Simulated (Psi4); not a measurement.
# CH5FOSi (SMILES CO[SiH2]F) at PBE0/def2-SVP

What is the energy change on altering one bond length of CH5FOSi at PBE0/def2-SVP? 

Program for the calculation: Psi4 1.11.

2 further runs of the same task are left out: 2 set aside as unsound or not needed.

### 1 Starting point

The species is CH5FOSi (9 atoms), meant as a singlet with charge 0. As SMILES, `CO[SiH2]F`. Geometry: relaxed at PBE0-D4/def2-TZVP. This is one conformer, not always the lowest.

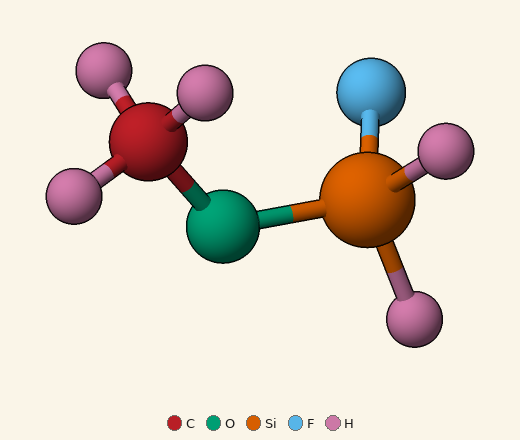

The structure, seen from a chosen angle (carbon red, oxygen teal, silicon orange, fluorine blue, hydrogen pink).

### 2 Energy and gradient at PBE0/def2-SVP

Contents of ch5fosi.json:

```json
{
 "schema_name": "qcschema_input",
 "schema_version": 1,
 "molecule": {
  "schema_name": "qcschema_molecule",
  "schema_version": 2,
  "symbols": ["C", "O", "Si", "F", "H", "H", "H", "H", "H"],
  "geometry": [-0.52950126, 2.17450785, -1.30088746, -1.40520035, -0.12132042, -0.26078221, 0.31917474, -2.13104415, 1.28482479, 2.2714508, -3.52471717, -0.54820955, 0.35829207, 1.85004188, -3.13845715, -2.1465399, 3.4272073, -1.5552446, 0.83790456, 3.10576489, -0.05480206, -1.41389309, -4.04722644, 2.32795361, 1.87536421, -0.82051908, 3.21310133],
  "molecular_charge": 0,
  "molecular_multiplicity": 1,
  "fix_symmetry": "c1",
  "fix_com": true,
  "fix_orientation": true
 },
 "driver": "gradient",
 "model": {
  "method": "pbe0",
  "basis": "def2-SVP"
 },
 "keywords": {
  "puream": true,
  "e_convergence": 1e-09,
  "d_convergence": 1e-08,
  "scf_type": "pk",
  "dft_radial_points": 99,
  "dft_spherical_points": 590,
  "scf_properties": ["MULLIKEN_CHARGES", "LOWDIN_CHARGES", "MAYER_INDICES"]
 }
}
```

Started as:

```
psi4 --qcschema ch5fosi.json -n 1 --memory 1600MB
```

stdout, cut to the lines that bear on the results:

```text
[...]
  Running in c1 symmetry.
[...]
  Nuclear repulsion =  182.271974624346029
[...]
  Multiplicity = 1
[...]
  Nalpha       = 21
  Nbeta        = 21
[...]
    Number of basis functions: 85
[...]
   @RKS iter   1:  -504.97896686513525   -3.98394e-01   7.39499e-03 DIIS/ADIIS
[...]
   @RKS iter  11:  -505.14579059979491   -8.52651e-13   2.59743e-09 DIIS
[...]
    Orbital Energies [Eh]
    ---------------------
    Doubly Occupied:
       1A    -66.294567     2A    -24.754723     3A    -19.221137
       4A    -10.292517     5A     -5.380492     6A     -3.720140
       7A     -3.717994     8A     -3.715965     9A     -1.189868
      10A     -1.044599    11A     -0.716336    12A     -0.574224
      13A     -0.505895    14A     -0.486034    15A     -0.484224
      16A     -0.451096    17A     -0.448361    18A     -0.415146
      19A     -0.359171    20A     -0.330853    21A     -0.318665
[...]
  @RKS Final Energy:  -505.14579059979491
   => Energetics <=
    Nuclear Repulsion Energy =            182.2719746243460293
    One-Electron Energy =               -1060.6988384409057744
    Two-Electron Energy =                 408.8678253945364531
    DFT Exchange-Correlation Energy =     -35.5867521777716647
    Empirical Dispersion Energy =           0.0000000000000000
    VV10 Nonlocal Energy =                  0.0000000000000000
    Total Energy =                       -505.1457905997949069
[...]
 Multipole Moments:
 ------------------------------------------------------------------------------------
     Multipole            Electronic (a.u.)      Nuclear  (a.u.)        Total (a.u.)
 ------------------------------------------------------------------------------------
 L = 1.  Multiply by 2.5417464519 to convert [e a0] to [Debye]
 Dipole X            :        -10.0217301           10.0040211           -0.0177090
 Dipole Y            :         46.6074076          -45.9653203            0.6420873
 Dipole Z            :         -3.8352006            3.9546298            0.1194292
 Magnitude           :                                                    0.6533399
[...]
  Mulliken Charges: (a.u.)
   Center  Symbol    Alpha    Beta     Spin     Total
       1     C     2.93160  2.93160  0.00000  0.13680
       2     O     4.24828  4.24828  0.00000 -0.49657
       3    SI     6.59880  6.59880  0.00000  0.80241
       4     F     4.67186  4.67186  0.00000 -0.34372
       5     H     0.47388  0.47388  0.00000  0.05225
       6     H     0.47355  0.47355  0.00000  0.05289
       7     H     0.48124  0.48124  0.00000  0.03752
       8     H     0.55477  0.55477  0.00000 -0.10954
       9     H     0.56602  0.56602  0.00000 -0.13204
   Total alpha = 21.00000, Total beta = 21.00000, Total charge = -0.00000
[...]
  -Total Gradient:
     Atom            X                  Y                   Z
    ------   -----------------  -----------------  -----------------
       1        0.004402240091     0.009434967476    -0.004123028086
       2        0.005657214460    -0.012685022459     0.008458619772
       3        0.003982328696     0.002206506001    -0.016038247567
       4       -0.012034904952     0.008401795678     0.011575009129
       5       -0.002632829306     0.000044317227     0.005362378397
       6        0.004103740197    -0.004347944312     0.001231226345
       7       -0.003853167662    -0.003211392406    -0.003056730971
       8        0.001551159022     0.001499635496    -0.001370632754
       9       -0.001211527105    -0.001346953030    -0.002052491604
[...]
```

Wall time 29 s (1 thread of Intel Xeon Platinum 8259CL at 2.50GHz (Skylake/Cascade Lake), shared host); peak memory 0.82 GiB.

### 3 The distorted shape, same level

Contents of job.dat:

```
memory 1600 MB

molecule m {
  C
  O 1 1.411971
  Si 2 2.1093 1 125.1623
  F 3 1.59753 2 111.11275 1 -70.13521
  H 1 1.093506 2 110.64255 3 82.54197
  H 1 1.090769 5 108.82825 2 -118.84614
  H 1 1.096019 6 108.59726 5 118.27041
  H 3 1.47444 4 108.18408 2 116.98007
  H 3 1.483344 8 114.16085 4 -117.64722
  symmetry c1
}

set globals {
  reference rks
  puream true
  e_convergence 1e-09
  d_convergence 1e-08
  scf_type pk
  dft_radial_points 99
  dft_spherical_points 590
}

e_tot, wfn = gradient("pbe0/def2-SVP", return_wfn=True)
oeprop(wfn, "LOWDIN_CHARGES", "MULLIKEN_CHARGES", "MAYER_INDICES", title="PBE0")
print_variables()
```

Started as:

```
psi4 -i job.dat -o job.out -n 1
```

job.out, cut to the lines that bear on the results:

```text
[...]
  Running in c1 symmetry.
[...]
  Nuclear repulsion =  166.625837490586662
[...]
  Multiplicity = 1
[...]
  Nalpha       = 21
  Nbeta        = 21
[...]
    Number of basis functions: 85
[...]
   @RKS iter   1:  -504.87358600160553   -6.48751e-01   7.90032e-03 ADIIS/DIIS
[...]
   @RKS iter  12:  -505.08138357543925   -6.25278e-13   2.44993e-09 DIIS
[...]
  @RKS Final Energy:  -505.08138357543925
   => Energetics <=
    Nuclear Repulsion Energy =            166.6258374905866617
    One-Electron Energy =               -1029.4709743946391427
    Two-Electron Energy =                 393.2462812335238596
    DFT Exchange-Correlation Energy =     -35.4825279049107039
    Empirical Dispersion Energy =           0.0000000000000000
    VV10 Nonlocal Energy =                  0.0000000000000000
    Total Energy =                       -505.0813835754392471
[...]
 Multipole Moments:
 ------------------------------------------------------------------------------------
     Multipole            Electronic (a.u.)      Nuclear  (a.u.)        Total (a.u.)
 ------------------------------------------------------------------------------------
 L = 1.  Multiply by 2.5417464519 to convert [e a0] to [Debye]
 Dipole X            :         -3.2103296            3.6635458            0.4532161
 Dipole Y            :         -3.7958222            3.3119781           -0.4838442
 Dipole Z            :          4.7468557           -4.6550872            0.0917685
 Magnitude           :                                                    0.6692769
[...]
  -Total Gradient:
     Atom            X                  Y                   Z
    ------   -----------------  -----------------  -----------------
       1        0.001741431185     0.016064308178    -0.025957393355
       2       -0.001794530429     0.063424712012    -0.052848332542
       3       -0.009446399811    -0.068993166212     0.056654781844
       4        0.012456670489     0.002352454573     0.002387352709
       5        0.006488901531     0.000802734441     0.006850500746
       6       -0.003135984189    -0.007389274454     0.001806350723
       7       -0.003721477724     0.003222469140     0.007473484214
       8       -0.000380243227    -0.006439471942     0.000940432337
       9       -0.002165339941    -0.003028475088     0.002709251132
[...]
```

It took 30 s on 1 thread of Intel Xeon Platinum 8259CL at 2.50GHz (Skylake/Cascade Lake), shared host; peak memory 0.79 GiB.

### 4 What came out

At PBE0/def2-SVP:

| quantity | value |
| --- | --- |
| first shape: total energy | -505.14579 Eh |
| first shape: dipole moment | 1.66 D |
| first shape: HOMO energy | -8.67 eV |
| first shape: LUMO energy | 1.48 eV |
| first shape: HOMO–LUMO gap | 10.16 eV |
| first shape: largest force on an atom | 0.961 eV/Å |
| distorted shape: total energy | -505.08138 Eh |
| distorted shape: dipole moment | 1.70 D |
| distorted shape: HOMO energy | -7.13 eV |
| distorted shape: LUMO energy | -0.55 eV |
| distorted shape: HOMO–LUMO gap | 6.59 eV |
| distorted shape: largest force on an atom | 4.616 eV/Å |
| energy change with the O2–Si3 bond stretched from 1.623 to 2.109 Å | 1.753 eV |

With the O2–Si3 bond stretched from 1.623 to 2.109 Å the energy rises by 1.75 eV (40 kcal/mol). The first shape isn't relaxed at this level, so the change isn't measured from a minimum. The largest force (first shape) is 0.96 eV/Å: the shape isn't a stationary point for this species at this level.
